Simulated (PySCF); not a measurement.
Octafluorocyclobutane, SMILES FC1(F)C(C(F)(F)C1(F)F)(F)F (C₄F₈) at its B3LYP/def2-SVP optimised geometry (Å):

```
12

F     -1.3642     0.4003     1.6158
C     -0.2249    -0.0786     1.1009
F      0.6147    -0.4313     2.0728
C      0.3645     0.8690     0.0000
F     -0.1027     2.1162     0.0000
F      1.7033     0.8690     0.0000
C     -0.2238    -0.0780    -1.1018
F      0.6189    -0.4305    -2.0711
F     -1.3624     0.4000    -1.6193
C     -0.4871    -1.1626    -0.0012
F     -1.7033    -1.7053    -0.0024
F      0.4529    -2.1162    -0.0019
```

Level of theory: B3LYP/def2-TZVP (PySCF 2.14.0). Cells within 0.4 Å of a nucleus heavier than hydrogen are left out (blank, or x).

Map of the Laplacian of the electron density (e/bohr⁵) on the plane z = 1.0 Å:

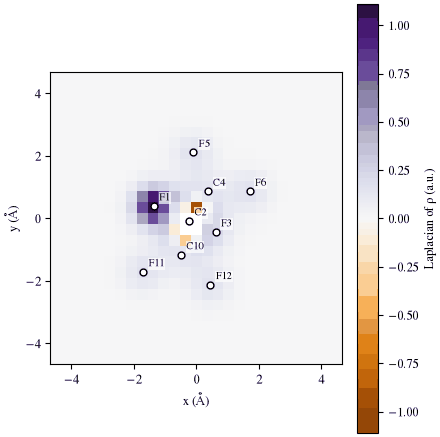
Fig. 1. Laplacian of the electron density (e/bohr⁵) on the plane z = 1.0 Å.
